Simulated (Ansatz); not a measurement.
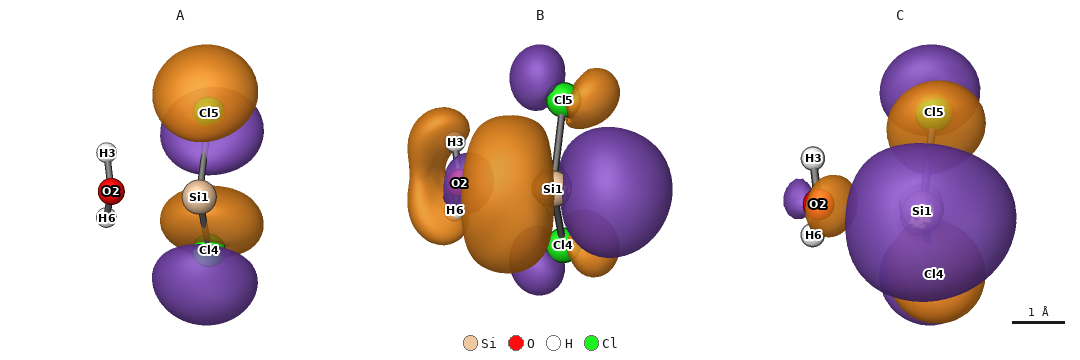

Figure. Cl$_{2}$Si···H$_{2}$O. Three frontier orbitals at ±0.08 Å⁻³ᐟ² (orange and purple are the two phases), in no order.

The product side of a reaction path; geometry: PBE0-D4/def2-TZVP.

Method: Ansatz, RKS PBE0-D4/def2-TZVPP.

Input file:

```
crystal:
  periodic: [false, false, false]
  atoms:
    - {symbol: Si, position_ang: [1.121056, 0.685094, 0.117671]}
    - {symbol: O, position_ang: [0.033589, -0.941260, -0.623588]}
    - {symbol: H, position_ang: [-0.339619, -1.360131, 0.167163]}
    - {symbol: Cl, position_ang: [-0.445885, 1.949068, -0.618002]}
    - {symbol: Cl, position_ang: [0.339826, 0.204472, 2.054963]}
    - {symbol: H, position_ang: [-0.708968, -0.537242, -1.098308]}
basis:
  gaussian: {orbitals: def2-TZVPP}
hamiltonian: {xc: pbe0, dispersion: d4}
output: {orbitals: {seedname: orbitals}}
```

Command:

```sh
ansatz run in.yaml --threads 2 --pin off --events-out ev --progress --plain --max-ram 4352MiB
```

Question: Which picture is the HOMO−1, the HOMO and the LUMO?

Answer: A is the HOMO−1 (−8.74 eV). By Hirshfeld shares it lies mainly on Cl4 (about 45 %) and Cl5 (about 45 %); largely a combination of lone pairs on Cl4 and Cl5. C is the HOMO (−6.98 eV). It lies mainly on Si1 (about 60 %), Cl4 (about 15 %) and Cl5 (about 15 %). B is the LUMO (−1.01 eV). It lies mainly on Si1 (about 65 %), O2 (about 10 %), Cl4 (about 10 %) and Cl5 (about 10 %).

Question: What is the HOMO–LUMO gap?

Answer: 5.97 eV between the orbital energies.
